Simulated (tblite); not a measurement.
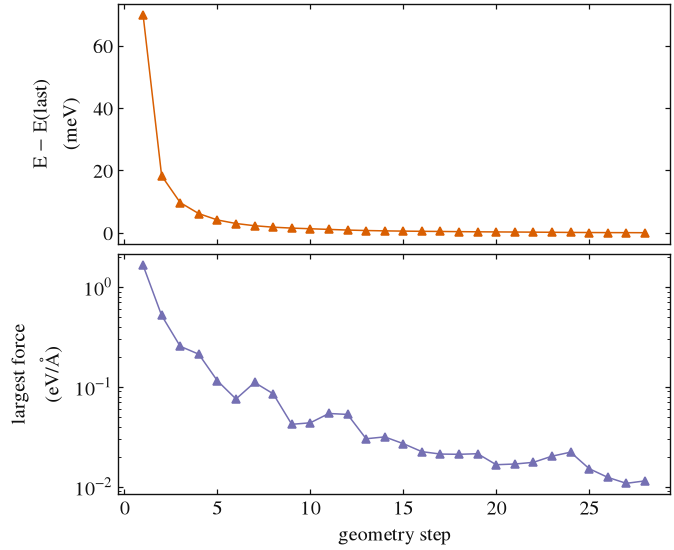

History of a geometry optimisation.

The run: C$_{2}$H$_{7}$ClSi (SMILES [SiH3]CCCl), by GFN2-xTB geometry optimisation, gas phase in tblite 0.8.0.

### How did it end, and what did it gain?

The optimisation met its thresholds at geometry 28, counting the start as the first. The energy fell by about 70 meV from the first step to the last. The largest force goes from about 1.6 eV/Å at the start to 0.011 eV/Å at the end.
